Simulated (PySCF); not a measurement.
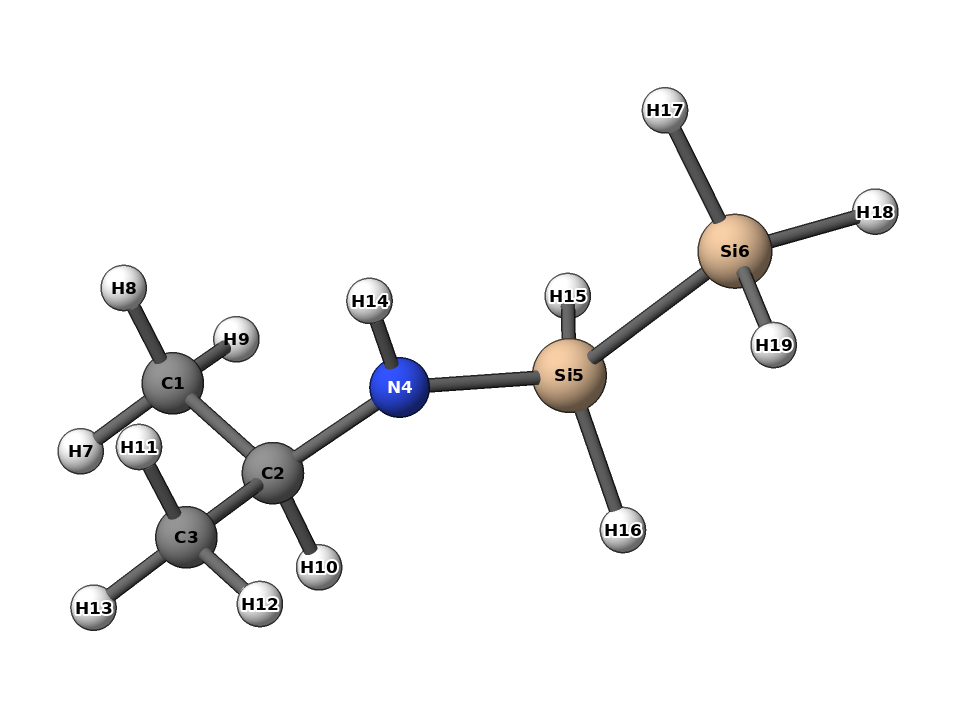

The questions are on isotropic NMR shieldings of the C atoms. Computed geometry: PBE0-D3(BJ)/def2-SVP optimisation. No frequency run is at hand to confirm it as a minimum. Method: GIAO BP86/pcSseg-1 NMR shielding, non-relativistic, gas phase (PySCF 2.14.0).

List the isotropic NMR shieldings of the C atoms.

| atom | σ (ppm) |
| --- | --- |
| C1 | 152.3 |
| C2 | 125.9 |
| C3 | 150.4 |
